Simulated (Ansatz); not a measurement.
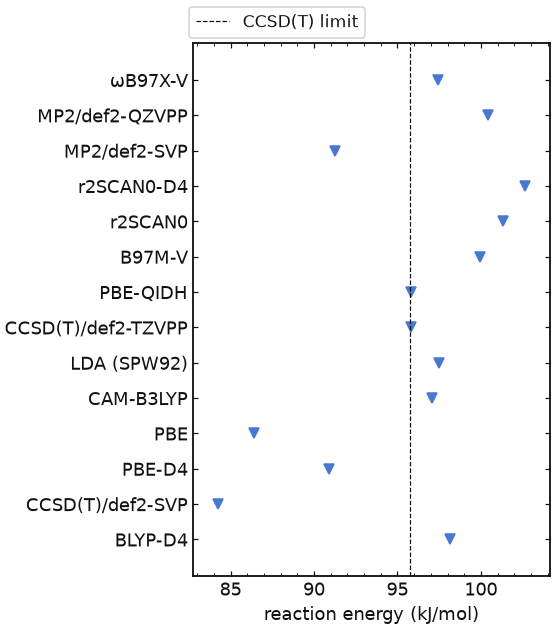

Electronic reaction energy of SiN₂H₆O₂ (N[Si](N)(O)O) + H₂ ([H][H]) → SiN₂H₆O (N[SiH](N)O) + H₂O (O) (SMILES in brackets) at several levels (functionals in def2-TZVPP unless a basis is named), isolated molecules at PBE0-D4 triple-zeta geometries, minima by their frequencies, no zero-point or thermal terms, the Ansatz code. The line is frozen-core CCSD(T) at the basis limit (MP2 extrapolated from triple and quadruple zeta, plus CCSD(T) less MP2 in a smaller set). PBE-QIDH holds a correlation term that converges slowly with the basis, so part of the distance to the limit is basis error. No dispersion term is added to r2SCAN0, PBE-QIDH, CAM-B3LYP and PBE. The distance of MP2/def2-QZVPP, MP2/def2-SVP, CCSD(T)/def2-TZVPP and CCSD(T)/def2-SVP to the limit includes basis error.

What do zero-point energy and temperature add?

Zero-point change 16.0 kJ/mol; at 298.15 K and 1 bar the CCSD(T) limit plus thermal terms gives an enthalpy of reaction of 108.1 and a free energy of 102.4 kJ/mol (harmonic PBE0-D4 modes, ideal gas).

Give the values.

```
             level  kJ/mol  less CCSD(T) limit
           ωB97X-V    97.4                 1.7
    MP2/def2-QZVPP   100.4                 4.7
      MP2/def2-SVP    91.3                −4.4
        r2SCAN0-D4   102.6                 6.9
           r2SCAN0   101.3                 5.6
            B97M-V    99.9                 4.2
          PBE-QIDH    95.8                 0.1
CCSD(T)/def2-TZVPP    95.8                 0.1
       LDA (SPW92)    97.5                 1.7
         CAM-B3LYP    97.1                 1.3
               PBE    86.4                −9.3
            PBE-D4    90.9                −4.8
  CCSD(T)/def2-SVP    84.2               −11.5
           BLYP-D4    98.2                 2.4
     CCSD(T) limit    95.7                 0.0
```
